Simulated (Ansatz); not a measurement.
## How InPd (Pm-3m) expands on warming

Aim: the lattice, expansion, heat capacity and bulk modulus of InPd as it warms. The starting cell is a computed one from a database.

Main program and level: Ansatz 0.2.0; DFT LDA, scalar-relativistic, plane waves, PAW.

### Step 1. Starting point

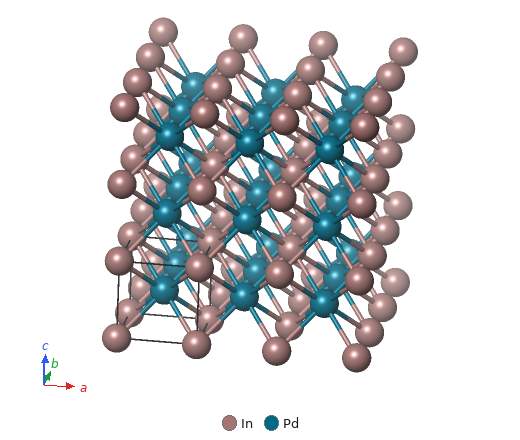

The starting structure, seen slightly off an axis (indium brown, palladium blue). 3×3×3 cells are drawn. Some periodic images of atoms are drawn too.

### Step 2. A first coarse run

A cheap single point shows whether the cell is a metal or an insulator and how far it is from rest; that sets the k-mesh and the occupations of what follows.

input.yaml reads:

```yaml
crystal:
  lattice:
    - [3.27188478, 0.0, 0.0]
    - [0.0, 3.27188478, 0.0]
    - [0.0, 0.0, 3.27188478]
  atoms:
    - { symbol: In, position: [0.0, 0.0, 0.0] }
    - { symbol: Pd, position: [0.5, 0.5, 0.5] }
kpoints:
  mp_grid: { grid: [6, 6, 6] }
hamiltonian:
  xc: lda
scf:
  occupations: { method: gaussian, width: 0.1 }
  lower_state_search: "off"
output:
  forces: true
  stress: true
  eigenvalues: true
```

Run with:

```console
$ ansatz run input.yaml --threads 8 --pin off --max-ram 16384MiB --backend cpu --events-out ev --progress --plain --runs-dir out
```

Numbers of over 12 decimals in the logs are rounded to 6 here.

Output:

```text
Engine: ansatz 0.2.0, aarch64-unknown-linux-gnu
Pseudopotentials: kind: paw
Pseudopotential: In, paw, valence charge 13, recommended cutoff 420 eV (normal), In.paw.azcp
Pseudopotential: Pd, paw, valence charge 18, recommended cutoff 420 eV (normal), Pd.paw.azcp
Functional definition: SPW92
  exchange = slater_x
  correlation = pw_c
Crystal: 2 atoms, lattice volume = 35.026 Å³
Basis set: ecut = 420 eV, 691 PW (Γ)
Bands: 20, of which v1, the nominal top of the filled ones, is band 16 counted from 1 (15 counted from 0)
Symmetry: 48 space group operations
Space group: Pm-3m (ITA 221), of the structure as read, at distance tolerance 3.3e-5 Å
k-points: 20 of 216
Non-local potential: In, projectors of the file, l = 0: 2, l = 1: 2, l = 2: 2, l = 3: 2
Non-local potential: Pd, projectors of the file, l = 0: 2, l = 1: 2, l = 2: 2, l = 3: 1
PAW form: soft (Blöchl's): semilocal exchange-correlation on the pseudo side does not see the compensation charge
PAW frozen core: In, regenerated for the run's functional, and the local potential with it (the file was generated under x = pbe(κ = 0.804, μ = 0.219515), c = pbe(β = 0.066725))
PAW frozen core: Pd, regenerated for the run's functional, and the local potential with it (the file was generated under x = pbe(κ = 0.804, μ = 0.219515), c = pbe(β = 0.066725))
PAW one-centre angular grid: In, 590 points (default); XC on 64 Gauss nodes
PAW one-centre angular grid: Pd, 590 points (default); XC on 64 Gauss nodes
Initial density: superposition of atomic densities (neutral atoms: chi_scale 0, normalization atom), corrected by the library's trained network
Initial wavefunctions: pseudopotential atomic-orbital guess
Functional: x = slater, c = lda
SCF iter   1: F=—  HF=-12302.779036 eV  |F-HF|=—  |Δ(HF+E_count)|=         —  Δρ=1.28e-2  dr2=5.50e-2  ethr=1.77e-3  ⟨swp⟩=5.8  Hψ=1767  notcnv=0
preconditioner: auto → none  [insulator: Δε(μ)=0.227 eV  Ē_g=14.371 eV  σ=0.100 eV  W_gap=0.89  n_scr=6 (ndim 8)  ℏωp=30.1 eV  f_vac=0.000  D(μ)=0.40/eV (n_scr^D=0)  ε∞_Penn≈5.4]
SCF iter   2: F=—  HF=-12302.766839 eV  |F-HF|=—  |Δ(HF+E_count)|=   1.22e-2  Δρ=2.90e-3  dr2=2.48e-3  ethr=1.77e-4  ⟨swp⟩=2.6  Hψ=797  notcnv=0  defer=2
SCF iter   3: F=—  HF=-12302.766204 eV  |F-HF|=—  |Δ(HF+E_count)|=   6.35e-4  Δρ=1.05e-3  dr2=2.18e-4  ethr=7.99e-6  ⟨swp⟩=1.6  Hψ=414  notcnv=0  defer=3
SCF iter   4: F=—  HF=-12302.766166 eV  |F-HF|=—  |Δ(HF+E_count)|=   3.82e-5  Δρ=9.24e-5  dr2=1.31e-6  ethr=7.03e-7  ⟨swp⟩=2.8  Hψ=691  notcnv=0  defer=3
SCF iter   5: F=—  HF=-12302.766169 eV  |F-HF|=—  |Δ(HF+E_count)|=   2.81e-6  Δρ=3.27e-5  dr2=3.09e-7  ethr=4.23e-9  ⟨swp⟩=2.6  Hψ=706  notcnv=0  defer=3
SCF iter   6: F=-12302.766169 eV  HF=-12302.766169 eV  |F-HF|=1.04e-9  |Δ(HF+E_count)|=   1.14e-8  Δρ=1.57e-6  dr2=8.73e-10  ethr=3.23e-10  ⟨swp⟩=6.2  Hψ=1625  notcnv=0
SCF 1 converged in 6 iterations: F = -12302.766169 eV  dr2 = 8.73e-10
  greatest PAW one-centre occupation: 0.998 electrons in one spin orbital (limit 2), on the Pd atom at site 1 (counted from 0), in its partial waves of l = 0
SCF converged after 6 iterations
Free energy (F): -12302.766169 eV
Harris-Foulkes:  -12302.766169 eV  (|F-HF|=1.04e-9)
Internal energy: -12302.763859 eV  (E = F + TS)
E sigma→0 (E₀):  -12302.765014 eV
Entropy (-TS):   -0.002310 eV (-1.155 meV/atom)
Fermi energy:    16.384082 eV
--- Per-component energies (eV) ---
  E_band       = -154.608642
  E_kinetic    = 760.311727
  E_local      = -2906.879000  (includes V_loc(G=0)·N_el)
  E_nonlocal   = 593.898530
  E_hartree    = 1174.911036
  E_xc         = -381.811468
  E_vxc        = -313.341788  (∫ρ·V_xc dr)
  E_paw        = -7640.245178  (= ΣΔE_a)
  E_vpaw       = -638.420823  (= ΣTr[D̂ρ^β])
  E_aug_tail   = 0.000234  (compensation charges beyond the density's cutoff)
  E_ewald      = -3903.915009
  E_core_change = 0.965270  (= ΣΔE_core)
  E_smearing   = -0.002310  (= −TS)
  E_closure    = 0.000000  (closes the sum)
  Σ components = -12302.766169   (vs F -12302.766169, Δ=0.00e0)
--- Forces (eV/Å), atoms counted from 1 ---
  atom   1  In    -0.00000000     0.00000000     0.00000000
  atom   2  Pd     0.00000000     0.00000000     0.00000000
  max |Σ_I F_I| component: 1.30e-29 eV/Å
--- Stress (GPa, compression-positive) ---
       -6.794276       0.000000       0.000000
        0.000000      -6.794276       0.000000
        0.000000       0.000000      -6.794276
  P = ⅓ Tr σ = -6.7943 GPa (-67.943 kbar)
--- Band table (eV; the first three rows and the last of 20) ---
  k-point 0: bands = [... 12 lower, 14.0681, 14.0681, 14.0681, 20.5097, 20.5097, 20.5097, 25.5381, 27.0734]
  k-point 1: bands = [... 12 lower, 13.7720, 13.7720, 14.0489, 18.2334, 21.3575, 21.3575, 26.1504, 26.9163]
  k-point 2: bands = [... 12 lower, 13.2850, 13.2850, 14.0102, 15.7645, 23.4774, 23.4774, 26.4480, 26.5652]
  k-point 19: bands = [... 12 lower, 14.6893, 14.6893, 16.0968, 20.1740, 20.1740, 20.1740, 20.7605, 20.7605]
```

Wall time 0.8 s (8 threads of Arm Neoverse V2, shared host); peak memory 0.31 GiB; 1.7 s of CPU time.

In the SCF lines HF is the Harris–Foulkes energy and dr2 the Hartree energy of the density residual, in eV; the loop may stop once dr2 is under the threshold and the program's other checks hold. Hψ counts applications of the Hamiltonian.

Numbers from this step:

```yaml
pressure: -6.794 GPa
volume_per_atom: 17.51 Å³/atom
gap_on_the_k_mesh: 0 eV
```

The start is under -6.8 GPa at this level and looks like a metal on this mesh.

### Step 3. Relaxation

Phonons are second derivatives about a minimum, so cell and atoms are relaxed first, inside the symmetry of the start.

input.yaml, as its differences from that of step 2:

```diff
@@ -9,3 +9,3 @@
 kpoints:
-  mp_grid: { grid: [6, 6, 6] }
+  mp_grid: { grid: [14, 14, 14] }
 hamiltonian:
@@ -19 +19,6 @@
   eigenvalues: true
+relax:
+  adjacent_minimum: "off"
+  f_tol: 0.005
+  max_steps: 80
+  cell: { stress_tol: 0.05 }
```

Output:

```text
[...]
Crystal: 2 atoms, lattice volume = 35.026 Å³
Basis set: ecut = 420 eV, 691 PW (Γ)
Bands: 20, of which v1, the nominal top of the filled ones, is band 16 counted from 1 (15 counted from 0)
Symmetry: 48 space group operations
[...]
k-points: 120 of 2744
[...]
SCF iter   1: F=—  HF=-12302.802486 eV  |F-HF|=—  |Δ(HF+E_count)|=         —  Δρ=1.18e-2  dr2=4.27e-2  ethr=1.77e-3  ⟨swp⟩=5.7  Hψ=10581  notcnv=0
[...]
SCF iter   6: F=-12302.792249 eV  HF=-12302.792249 eV  |F-HF|=2.09e-10  |Δ(HF+E_count)|=   4.64e-8  Δρ=2.46e-6  dr2=8.10e-10  ethr=3.23e-10  ⟨swp⟩=6.6  Hψ=9899  notcnv=0
SCF 1 converged in 6 iterations: F = -12302.792249 eV  dr2 = 8.10e-10
[...]
relax step   1: F+E_penalty+E_count = -12302.79224924 eV  Δ(F+E_penalty+E_count) = +0.000e0 eV  max|allowed force component| = 2.860e-29 eV/Å  Δτ_max = 0.0000 Å  P = -6.910 GPa  Ω = 35.026 Å³  (6 SCF iters, dr2 threshold 1.00e-7 eV, accepted)
Crystal: 2 atoms, lattice volume = 30.586 Å³
Basis set: ecut = 420 eV, 619 PW (Γ)
[...]
iter 1 solved again at ethr=4.16e-4 eV; its pass at ethr=3.10e-3 eV (dr2=1.29e-1 eV) is discarded
[...]
SCF iter   6: F=-12302.718951 eV  HF=-12302.718951 eV  |F-HF|=6.46e-10  |Δ(HF+E_count)|=  6.17e-10  Δρ=1.80e-6  dr2=6.47e-10  ethr=1.83e-11  ⟨swp⟩=2.3  Hψ=7363  notcnv=0
SCF 2 converged in 6 iterations: F = -12302.718951 eV  dr2 = 6.47e-10
relax step   2: F+E_penalty+E_count = -12302.71895077 eV  Δ(F+E_penalty+E_count) = +7.330e-2 eV  max|allowed force component| = 3.320e-30 eV/Å  Δτ_max = 0.0000 Å  P = +15.594 GPa  Ω = 30.586 Å³  energy of the carried Pulay correction = +1.274e-3 eV  (6 SCF iters, dr2 threshold 2.00e-7 eV, rejected (line search))
Crystal: 2 atoms, lattice volume = 33.532 Å³
[...]
SCF iter   7: F=-12302.833007 eV  HF=-12302.833007 eV  |F-HF|=3.64e-12  |Δ(HF+E_count)|=  9.64e-10  Δρ=4.75e-7  dr2=1.67e-11  ethr=1.00e-12  ⟨swp⟩=5.7  Hψ=12293  notcnv=0
SCF 3 converged in 7 iterations: F = -12302.833007 eV  dr2 = 1.67e-11
relax step   3: F+E_penalty+E_count = -12302.83300715 eV  Δ(F+E_penalty+E_count) = -4.076e-2 eV  max|allowed force component| = 3.484e-29 eV/Å  Δτ_max = 0.0000 Å  P = -1.460 GPa  Ω = 33.532 Å³  energy of the carried Pulay correction = +4.102e-4 eV  (7 SCF iters, accepted)
[...]
relax step   4: F+E_penalty+E_count = -12302.83461402 eV  Δ(F+E_penalty+E_count) = -1.607e-3 eV  max|allowed force component| = 6.771e-30 eV/Å  Δτ_max = 0.0000 Å  P = +0.214 GPa  Ω = 33.153 Å³  energy of the carried Pulay correction = +5.170e-4 eV  (6 SCF iters, dr2 threshold 2.00e-7 eV, accepted)
[...]
relax step   5: F+E_penalty+E_count = -12302.83463204 eV  Δ(F+E_penalty+E_count) = -1.802e-5 eV  max|allowed force component| = 4.010e-30 eV/Å  Δτ_max = 0.0000 Å  P = +0.002 GPa  Ω = 33.199 Å³  energy of the carried Pulay correction = +5.039e-4 eV  (6 SCF iters, dr2 threshold 1.14e-7 eV, accepted)
[...]
SCF iter   6: F=-12302.834090 eV  HF=-12302.834090 eV  |F-HF|=3.64e-12  |Δ(HF+E_count)|=    0.00e0  Δρ=1.12e-8  dr2=1.77e-14  ethr=1.00e-12  ⟨swp⟩=4.0  Hψ=9744  notcnv=0
SCF 6 converged in 6 iterations: F = -12302.834090 eV  dr2 = 1.77e-14
relax step   6: F+E_penalty+E_count = -12302.83408966 eV  Δ(F+E_penalty+E_count) = +5.424e-4 eV  max|allowed force component| = 2.695e-30 eV/Å  Δτ_max = 0.0000 Å  P = +0.010 GPa  Ω = 33.199 Å³  stress off target by 1.02e-2 GPa  SCF on the basis re-selected at this cell (its energy is not comparable with the rows above)  (6 SCF iters)
basis re-selected at this cell: Δ(F+E_penalty+E_count) = +5.424e-4 eV, ΔP = +0.008 GPa vs the last step (what re-selecting the basis moved, of the pressure what is left beyond the Pulay correction that the steps carried, after the strain that the cell walked since its last selection, with what the two solves' SCF thresholds leave and, on support functions, any second-order correction that the steps lacked; it is no m [...]
SCF converged after 6 iterations
Free energy (F): -12302.834090 eV
[...]
Internal energy: -12302.831004 eV  (E = F + TS)
E sigma→0 (E₀):  -12302.832547 eV
Entropy (-TS):   -0.003086 eV (-1.543 meV/atom)
Fermi energy:    17.625725 eV
[...]
--- Stress (GPa, compression-positive) ---
        0.010175       0.000000       0.000000
        0.000000       0.010175      -0.000000
        0.000000      -0.000000       0.010175
  P = ⅓ Tr σ = 0.0102 GPa (0.102 kbar)
--- Band table (eV; the first three rows and the last of 120) ---
  k-point 0: bands = [... 12 lower, 15.1650, 15.1650, 15.1650, 21.7860, 21.7860, 21.7860, 27.4427, 28.6415]
  k-point 1: bands = [... 12 lower, 15.0948, 15.0948, 15.1601, 21.2028, 21.9628, 21.9628, 27.7181, 28.6008]
  k-point 2: bands = [... 12 lower, 14.9107, 14.9107, 15.1464, 19.9506, 22.4665, 22.4665, 27.9005, 28.4842]
  k-point 119: bands = [... 12 lower, 15.8376, 15.8376, 17.4952, 21.4490, 21.4490, 21.4490, 22.1786, 22.1786]
--- Relaxed structure (5 steps of the walk, 4 accepted, 1 SCFs on fresh bases) ---
  F+E_penalty+E_count = -12302.83408966 eV   max|allowed force component| = 2.695e-30 eV/Å   (the final SCF, on the basis selected at the relaxed cell)
  cell:  # Å, volume = 33.1994 Å³
    - [3.213980, 0, 0]
    - [0, 3.213980, 0.0]
    - [0, 0.0, 3.213980]
  atoms:
    - { symbol: In, position: [0, 0, 0] }
    - { symbol: Pd, position: [0.5, 0.5, 0.5] }
```

The job ended after 3.9 s (8 threads; peak memory 0.43 GiB).

Step by step:

```tsv
step	energy less that of the first step (eV)	largest force component (eV/Å)	pressure (GPa)	volume (Å³)
1	0.0000	0.0000	-6.91	35.03
2	0.0733	0.0000	15.59	30.59
3	-0.0408	0.0000	-1.46	33.53
4	-0.0424	0.0000	0.21	33.15
5	-0.0424	0.0000	0.00	33.20
6*	-0.0418	0.0000	0.01	33.20
```

Relaxation steps marked * repeat the geometry before them on a plane-wave basis chosen anew for their cell, so energy and pressure can jump there. Relaxation step 2 was tried and not accepted.

Forces are held to the 48 operations that the run works with; a distortion that breaks them can't arise in this run.

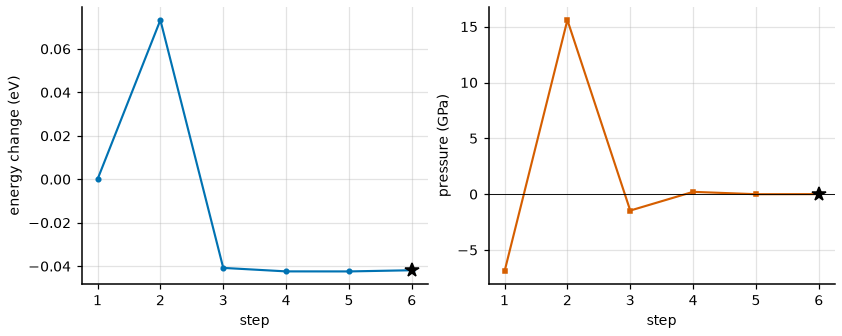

Energy and pressure along the relaxation. Stars mark steps on a basis chosen anew.

```tsv
conventional cell, symmetrised	before	after	change
a (Å)	3.272	3.214	-1.8 %
b (Å)	3.272	3.214	-1.8 %
c (Å)	3.272	3.214	-1.8 %
volume (Å³/atom)	17.51	16.60	-5.2 %
```

The relaxed structure:

```cif
data_structure
_symmetry_space_group_name_H-M 'P 1'
_symmetry_Int_Tables_number 1
_cell_length_a 3.2140
_cell_length_b 3.2140
_cell_length_c 3.2140
_cell_angle_alpha 90.000
_cell_angle_beta 90.000
_cell_angle_gamma 90.000
_cell_volume 33.20
loop_
_atom_site_label
_atom_site_type_symbol
_atom_site_fract_x
_atom_site_fract_y
_atom_site_fract_z
_atom_site_occupancy
In1 In 0.00000 0.00000 0.00000 1
Pd2 Pd 0.50000 0.50000 0.50000 1
```

Numbers from this step:

```
pressure        : 0.01017 GPa
volume per atom : 16.60 Å³/atom
```

The relaxation ends with a pressure of 0.01 GPa.

### Step 4. Tight relaxation

The thresholds are tightened for a last relaxation ahead of the phonons, and where mesh or smearing change with them the cell follows.

input.yaml reads:

```yaml
crystal:
  lattice:
    - [3.2139803495, 0.0, 0.0]
    - [0.0, 3.2139803495, 0.0]
    - [0.0, 0.0, 3.2139803495]
  atoms:
    - { symbol: In, position: [0.0, 0.0, 0.0] }
    - { symbol: Pd, position: [0.5, 0.5, 0.5] }
kpoints:
  mp_grid: { grid: [16, 16, 16] }
hamiltonian:
  xc: lda
scf:
  occupations: { method: methfessel_paxton, width: 0.2 }
  lower_state_search: "off"
output:
  forces: true
  stress: true
  eigenvalues: true
relax:
  adjacent_minimum: "off"
  f_tol: 0.001
  max_steps: 60
  cell: { stress_tol: 0.01 }
```

Output:

```text
[...]
Crystal: 2 atoms, lattice volume = 33.199 Å³
Basis set: ecut = 420 eV, 619 PW (Γ)
Bands: 20, of which v1, the nominal top of the filled ones, is band 16 counted from 1 (15 counted from 0)
Symmetry: 48 space group operations
[...]
k-points: 165 of 4096
[...]
k-point 164: bands = [... 12 lower, 15.8314, 15.8314, 17.4883, 21.4422, 21.4422, 21.4422, 22.1717, 22.1717]
--- Relaxed structure (3 steps of the walk, 2 accepted, 1 SCFs on fresh bases) ---
[...]
cell:  # Å, volume = 33.2086 Å³
    - [3.214278, 0.0, 0.0]
    - [0.0, 3.214278, 0.0]
    - [0.0, 0.0, 3.214278]
  atoms:
    - { symbol: In, position: [0, 0, 0] }
    - { symbol: Pd, position: [0.5, 0.5, 0.5] }
[key lines of the parts left out:]
SCF converged after 5 iterations
Free energy (F): -12302.832856 eV
Fermi energy:    17.600877 eV
P = ⅓ Tr σ = -0.0002 GPa (-0.002 kbar)
```

It took 3.2 s on 8 threads; peak memory 0.43 GiB; 21 s of CPU time.

Little changed from the start: no atom moved by 0.005 Å and no cell edge by 0.1 %.

This step gave:

```
pressure : -1.51e-4 GPa
```

The residual pressure is -1.5e-4 GPa, small enough for phonons.

### Step 5. A faulty attempt

This input was changed on purpose, to see how the program answers.

input.yaml reads:

```yaml
crystal:
  lattice:
    - [3.2142779281, 0.0, 0.0]
    - [0.0, 3.2142779281, 0.0]
    - [0.0, 0.0, 3.2142779281]
  atoms:
    - { symbol: In, position: [0.0, 0.0, 0.0] }
    - { symbol: Pd, position: [0.5, 0.5, 0.5] }
kpoints:
  mp_grid: { grid: [16, 16, 16] }
hamiltonian:
  xc: lda
scf:
  occupations: { method: methfessel_paxton, width: 0.2 }
  lower_state_search: "off"
  max_iter: 100
output:
  eigenvalues: true
phonons:
  method: dfpt
  qmesh: [4, 4, 4]
  thermal_expansion: "~"
```

Output:

```text
Error: YAML parse error: error: line 22 column 22: expected mapping start
  --> <input>:22:22
   |
20 |   method: dfpt
21 |   qmesh: [4, 4, 4]
22 |   thermal_expansion: "~"
   |                      ^ expected mapping start
```

Wall time 0.02 s (8 threads); peak memory 0.022 GiB.

The input was rejected at the start.

The program's message: “Error: YAML parse error: error: line 22 column 22: expected mapping start
  --> <input>:22:22
   |
20 |   method: dfpt
21 |   qmesh: [4, 4, 4]
22 |   thermal_expansion: "~"
   |                      ^ …”

The fault put into the input: a string where a block is expected.

(Part 1 of 2 ends here.)

[Logs are printed without paths, hosts, clocks, repeated set-up lines and the standing remarks that a program may print on its own settings, such as how far it seeks lower states.]

[Hosts, paths, dates, database ids (printed as entryN), source tags and the programs' standing remarks are cut or masked in the printed files.]

[A step with changed settings may run another functional than the one named; its input shows which.]
